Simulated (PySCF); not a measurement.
**TiNH2F3 (SMILES [NH2][Ti]([F])([F])[F]) at BLYP/6-31G(d,p) (spherical functions)**

What is the vertical ionisation energy of TiNH2F3 at BLYP/6-31G** (spherical functions)? Input form: a Python script.

The calculation is run with PySCF 2.14.0.

## (1) The molecule

TiNH2F3: 7 atoms, total charge 0, spin state singlet. SMILES: `[NH2][Ti]([F])([F])[F]`. The shape comes from GFN2-xTB, which is rough for such elements, and wasn't checked as a minimum.

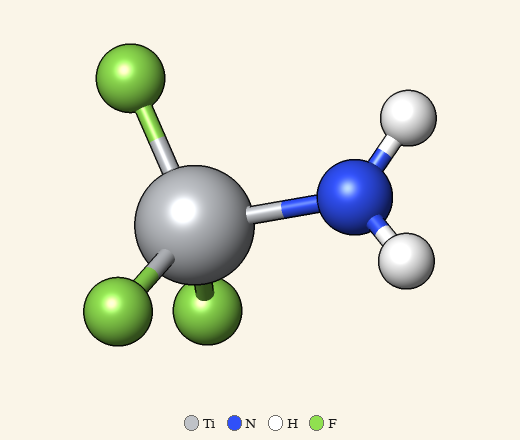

The structure, seen from a chosen angle (titanium light grey, nitrogen blue, hydrogen white, fluorine green).

## (2) The energy at BLYP/6-31G(d,p) (spherical functions)

Input file calc.py:

```python
from pyscf import gto, dft

mol = gto.M(
    atom='''
Ti     0.007124     0.002683    -1.401308
N      0.028705     0.035867     2.047764
H      1.448664    -0.614142     3.175515
H     -1.435474     0.637858     3.150362
F      3.107692    -0.038720    -2.309623
F     -1.610009     2.650284    -2.311985
F     -1.546665    -2.673830    -2.350725
''',
    unit='bohr',
    spin=0,
    verbose=3,
    max_memory=1860,
    basis='6-31g**',
    charge=0,
)

mf = dft.RKS(mol)
mf.xc = 'blyp'
mf.grids.level = 4
mf.conv_tol = 1e-10
mf.kernel()
if not mf.converged:
    mf = mf.newton().run(mf.mo_coeff, mf.mo_occ)

e_tot = mf.e_tot
print('E = %.10f Eh' % e_tot)
```

Started as:

```bash
OMP_NUM_THREADS=1 python calc.py
```

The log of the run:

```text
converged SCF energy = -1205.13228872568
E = -1205.1322887257 Eh
```

It took 21 s on 1 thread of Intel Xeon Platinum 8488C (Sapphire Rapids), shared host; peak memory 0.52 GiB.

## (3) The doublet cation

Input file input.xyz:

```xyz
7
F3H2NTi
Ti     0.003770     0.001420    -0.741540
N      0.015190     0.018980     1.083630
H      0.766600    -0.324990     1.680410
H     -0.759620     0.337540     1.667100
F      1.644520    -0.020490    -1.222200
F     -0.851980     1.402470    -1.223450
F     -0.818460    -1.414930    -1.243950
```

Input file job.py:

```python
from pyscf import gto, dft

molecule = gto.M(
    atom='input.xyz',
    max_memory=1860,
    spin=1,
    basis='6-31g**',
    verbose=3,
    charge=1,
)

mf = dft.UKS(molecule)
mf.xc = 'blyp'
mf.conv_tol = 1e-10
mf.grids.level = 4
mf.kernel()
if not mf.converged:
    mf = mf.newton().run(mf.mo_coeff, mf.mo_occ)

etot = mf.e_tot
print('E = %.10f Eh' % etot)
```

Started as:

```bash
OMP_NUM_THREADS=1 python job.py
```

The log of the run:

```text
WARN: HOMO -0.344869291936681 >= LUMO -0.34486929193668

WARN: HOMO -0.360710726096857 >= LUMO -0.360488261764517

converged SCF energy = -1204.7620935108  <S^2> = 0.75354409  2S+1 = 2.003541
E = -1204.7620935108 Eh
```

Run time: 29 s. Hardware: 1 thread of Intel Xeon Platinum 8488C (Sapphire Rapids), shared host; peak memory 0.53 GiB.

## (4) Results

Level: BLYP/6-31G** (spherical functions).

| quantity | value |
| --- | --- |
| singlet TiNH2F3: total energy | -1205.13229 Eh |
| singlet TiNH2F3: dipole moment | 2.13 D |
| singlet TiNH2F3: HOMO energy | -6.24 eV |
| singlet TiNH2F3: LUMO energy | -2.48 eV |
| singlet TiNH2F3: HOMO–LUMO gap | 3.75 eV |
| doublet cation: total energy | -1204.76209 Eh |
| doublet cation: HOMO energy (highest over α and β) | -15.21 eV |
| doublet cation: LUMO energy (lowest over α and β) | -13.86 eV |
| doublet cation: ⟨S²⟩ | 0.754 |
| vertical ionisation energy (to the doublet cation) | 10.074 eV |

What this shows: Removing an electron at fixed nuclei costs 10.07 eV (232 kcal/mol). The negative HOMO energy of the first species, 6.24 eV, lies 3.84 eV below that difference. Mulliken charges (singlet TiNH2F3) run from -0.74 on N2 to +1.35 on Ti1; they depend strongly on the basis. Mulliken charges (doublet cation) run from -0.46 on N2 to +1.52 on Ti1; they depend strongly on the basis.
